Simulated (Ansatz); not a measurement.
**Fields on a plane of GaSb (zinc blende)**

```
GaSb
1.0
    0.00000     3.06622     3.06622
    3.06622     0.00000     3.06622
    3.06622     3.06622     0.00000
Sb Ga
1 1
Direct
  0.25000   0.25000   0.25000
  0.00000   0.00000   0.00000
```

The slice is a {111} plane (indices of the conventional cell) through the point (0.000, 0.000, 0.000) (fractional), spanned by u = [100] and v = [-1 2 0] in vectors of this cell: u (4.34 Å) and v (7.51 Å, at 90° to u). It covers one period; positions are fractions (u, v).

Atoms on it: Ga at (0.00, 0.00); Ga at (0.50, 0.50). Other atoms lie within 1 Å of the plane.

The numbers are results of r2SCAN (plane waves to 500 eV, PAW, scalar-relativistic; Ansatz, a quantum-chemistry and plane-wave program), not measurements. k mesh 13×13×13. Near the nuclei the fields are pseudised (PAW); where an atom keeps semicore shells as valence, they peak there. GaSb was relaxed with its symmetry unable to fall. Spin-orbit coupling is left out, though Sb is heavy.

```
|xx133455444554331x|
|x12334332223343321|
|233333210001233333|
|444443100000134444|
|777753100000135777|
|999863100000136899|
|888874210001247888|
|666776321012367766|
|555677532223577655|
|445688753335788654|
|445689754345798654|
|455799643334699755|
|556898433233489865|
|668995321x12359986|
|77897431xxx1347987|
|6777633xxxxx336777|
|44554331xxx1334554|
|223343321x12334332|
|001233333233333210|
|000134444444443100|
|000135777777753100|
|000136899999863100|
|001247888888874210|
|012367766666776321|
|223577655555677532|
|335788654445688753|
|345798654445689754|
|334699755455799643|
|233489865556898433|
|x12359986668995321|
|xx134798777897431x|
|xxx3367776777633xx|
```
Scale: ten equal steps from 0.02 (start of '0') to 0.71 (end of '9'), in the order '0123456789'. Values: electron localisation function (ELF). The map has 18 points along u (one character each, u = 0 at the left) and 32 along v (v = 0 in the bottom row). Points within 0.5 Å of a nucleus are blanked (x), as the pseudised field means little there.

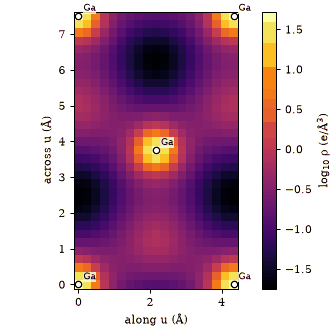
Figure. Log₁₀ of the valence density in e/Å³, one period of the plane, atoms marked. The scale is logarithmic, as a density can span decades between atoms and voids.
